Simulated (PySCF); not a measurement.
Vertical excitations of a molecule C3H7NOSi from TDDFT-PBE/def2-SVPD (PySCF), as energy in eV (oscillator strength): 5.49 (0.038), 5.74 (0.010), 5.77 (0.002), 6.26 (0.001), 6.46 (0.012), 6.51 (0.006), 6.55 (0.017), 6.65 (0.001), 6.70 (0.008), 6.74 (0.031). Lowest triplet (TDA): 5.08 eV. Geometry: PBE0-D3(BJ)/def2-SVP. Other conformers were not sampled.

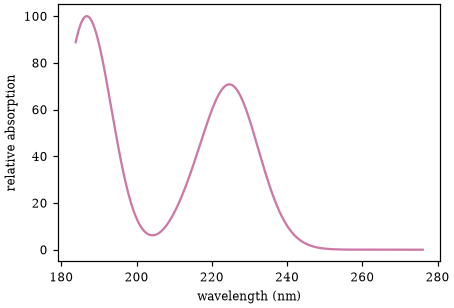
Figure. The lines broadened by 0.4 eV.

Problem. Identify the compound among the candidates.
A) C#CCN[SiH2]O
B) N[SiH2]C1=COC1
C) CC1=NCO[SiH2]1
D) C[C@@]1([SiH3])N=CO1

Solution. A, C#CCN[SiH2]O
